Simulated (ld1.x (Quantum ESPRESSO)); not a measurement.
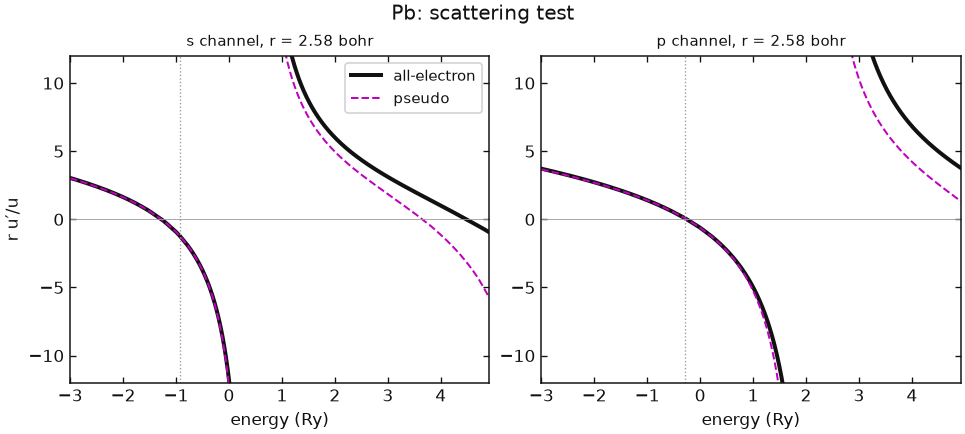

Logarithmic derivatives r u′/u at the test radius against energy, all-electron atom (solid) and pseudo-atom (dashed). Here u = r R(r). The dotted line marks the reference energy of the channel.

Lead (Pb), norm-conserving Troullier–Martins (Kleinman–Bylander form), made with ld1.x (Quantum ESPRESSO) 7.5 (LDA (PZ), scalar-relativistic). Core [Xe] 4f14 5d10, reference 6s1.75 6p2.25. Waves: 6p (bound): rc 2.40 bohr; 6d channel at 0.25 Ry: rc 2.25 bohr; 6s (bound): rc 1.75 bohr. Local part: the s channel. Core correction: Bessel-smoothed model core inside 1.40 bohr.

Where do the curves cross zero?

s: all-electron -1.3 and 4.5 Ry, pseudo -1.3 and 3.6 Ry; p: all-electron -0.3 Ry, pseudo -0.3 Ry.

Where are the poles, the energies at which the radial function vanishes at the test radius?

s: all-electron at 0.5 Ry, pseudo at 0.4 Ry; p: all-electron at 2.3 Ry, pseudo at 2.1 Ry.

The potential isn't sound: its ghost test gives ghost state below the valence levels: d at -39.4 eV.
